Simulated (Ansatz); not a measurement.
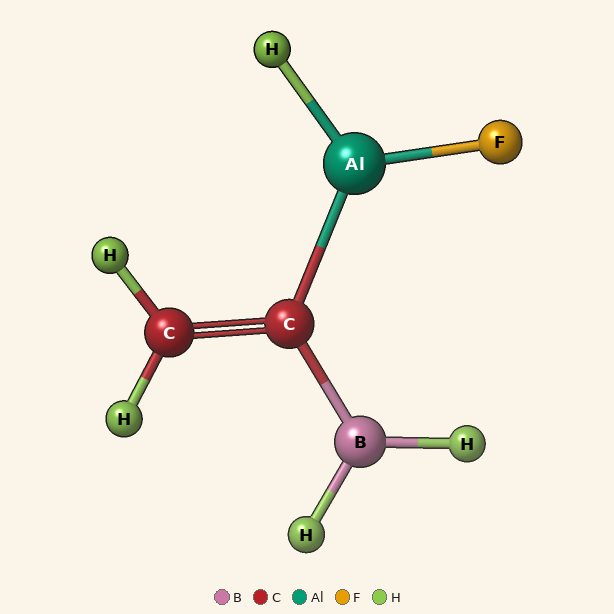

All atoms lie in one plane, which faces the viewer. Computed geometry: PBE0-D4/def2-TZVP optimisation.

**Which symmetry elements does this geometry have?**

It has 1 mirror plane, so the point group is Cs. The group has 2 operations. The geometry is achiral, and symmetry allows a dipole moment.
